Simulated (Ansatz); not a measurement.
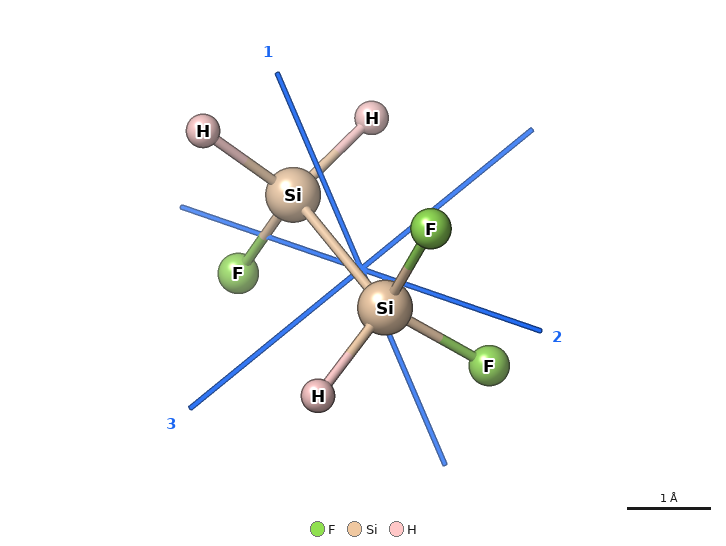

The three principal axes of inertia are drawn and numbered. Depth is shown by fading: the farther an atom, the more it takes the colour of the background. The computed structure is the end point of a PBE0-D4/def2-TZVP optimisation. Masses are those of the most abundant isotopes; constants are for the rigid equilibrium geometry.

Which line is the a axis (least moment of inertia), which b and which c?

Answer. a is line 2, b is line 1, c is line 3; the moments are 95.0, 294, 354 u Å².

What kind of rotor is it, and what are its rotational constants in cm⁻¹?

Answer. An asymmetric top (C1): A = 0.177, B = 0.0574, C = 0.0476 cm⁻¹. Ray's parameter κ is −0.85, nearer the prolate limit.
